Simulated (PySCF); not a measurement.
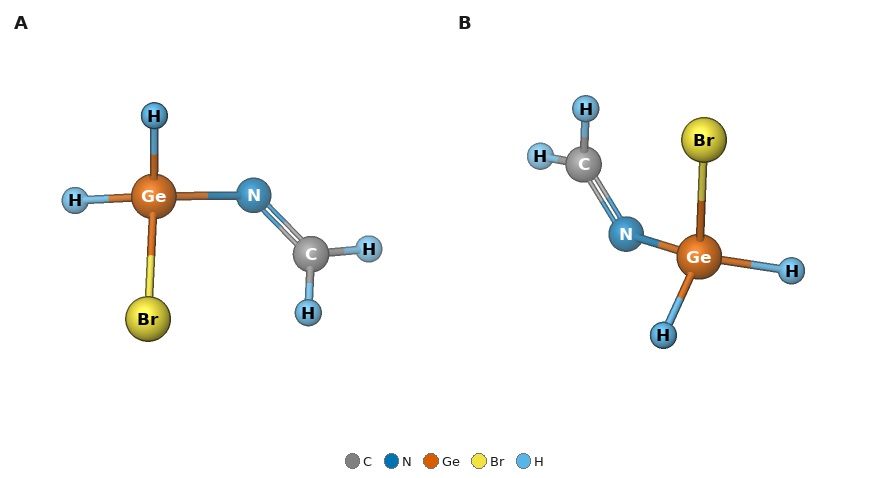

Depth is shown by fading: the farther an atom, the more it takes the colour of the background. Computed geometry: PBE0-D3(BJ)/def2-SVP optimisation. No frequency run is at hand to confirm it as a minimum.

> Can A be turned into B by a rotation alone?

Yes. They are the same structure, CH4BrGeN (C=[N][GeH2][Br]), seen from two directions. With point group Cs it is achiral, so its mirror image would be the same too.
